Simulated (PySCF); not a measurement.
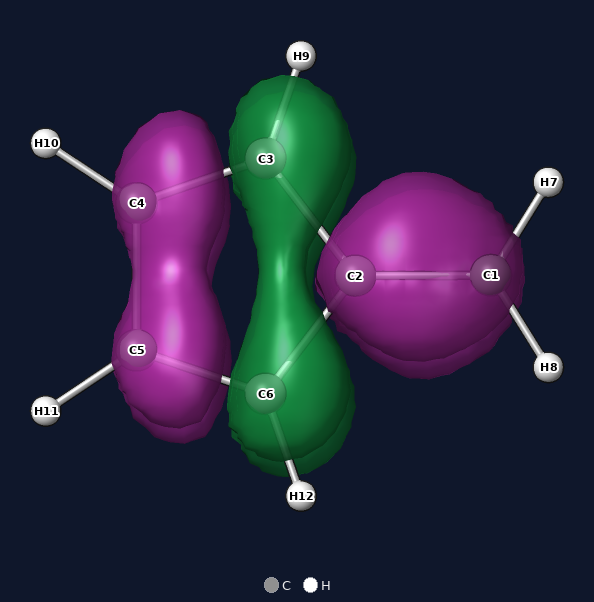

Figure 1: C6H6, SMILES `C=C1C=CC=C1`. Unrelaxed difference density of S₂ less the ground state (TDA singlet states), ±0.01 e/Å³; green: gain, purple: loss.

Level of theory: BHandHLYP/6-31+G* (PySCF), at a geometry from GFN2-xTB. No frequency check shows the geometry to be a minimum.

The calculation's input:

```python
import numpy as np
from pyscf import gto, scf, dft, tdscf
from pyscf.scf import atom_ks, atom_hf
from scipy.linalg import block_diag

def solve(mol, dm0=None, hcore=None):
    mf = (dft.UKS if mol.spin else dft.RKS)(mol, xc='bhandhlyp')
    mf.grids.level = 3
    mf = mf.density_fit(auxbasis='def2-universal-jkfit')
    mf.conv_tol, mf.max_cycle = 1e-8, 80
    if hcore is not None:
        mf.get_hcore = lambda *args: hcore
    mf.kernel(dm0)
    if not mf.converged:
        mf = mf.newton().run(mf.mo_coeff, mf.mo_occ, max_cycle=30)
    assert mf.converged, 'SCF not converged'
    return mf

mol = gto.M(atom='''
C     -2.09142    -0.00013     0.00000
C     -0.75720     0.00027     0.00000
C      0.12663    -1.16630     0.00000
C      1.39619    -0.72872     0.00000
C      1.39607     0.72880     0.00000
C      0.12644     1.16618     0.00000
H     -2.65682    -0.91775     0.00000
H     -2.65697     0.91716     0.00000
H     -0.22301    -2.18148     0.00000
H      2.29008    -1.32648     0.00000
H      2.28986     1.32671     0.00000
H     -0.22337     2.18130     0.00000
''', basis='6-31+g*', charge=0, spin=0, verbose=4)
mf = solve(mol)
td = mf.TDA()
td.nstates, td.singlet, td.conv_tol = 4, True, 1e-5
td.kernel()
td.analyze()
x, y = np.array([p[0] for p in td.xy]), np.array([p[1] + 0 * p[0] for p in td.xy])
f, mu = td.oscillator_strength(), td.transition_dipole()
nto = [td.get_nto(state=i + 1, verbose=4) for i in range(len(td.e))]
# spherically averaged free atoms, for the promolecule
atm = atom_ks.get_atm_nrks(mol, xc='bhandhlyp')
pro = block_diag(*[(atm[a[0]][2] * atm[a[0]][3]) @ atm[a[0]][2].T for a in mol._atom])
np.savez('result.npz', e=td.e, f=f, ok=td.converged, w=[n[0] for n in nto], nto=[n[1] for n in nto], x=x, y=y, c=mf.mo_coeff, occ=mf.mo_occ, eps=mf.mo_energy, pro=pro, mu=mu)
```

Run with:

```sh
OMP_NUM_THREADS=1 python input.py
```

The run took 6.3 min on 1 thread of Arm Neoverse V2 (shared host), peak memory 0.66 GiB.

### How does the charge move on excitation?

0.36 e is displaced in all, of which about 0.2 e passes between atoms: C2 (0.08 e) and C1 (0.04 e) lose electrons and C3 and C6 (0.06 e each) gain them. The state: 5.90 eV (210 nm), f = 0.621 (bright), π → π*; the leading pair carries 87 %; hole on C1 (28 %), C2 (19 %) and C4 and C5 (16 % each), electron on C1 (23 %), C4 and C5 (14 % each) and C3 and C6 (13 % each); their centroids lie 0.0 Å apart; S₃ lies within 0.1 eV of it.
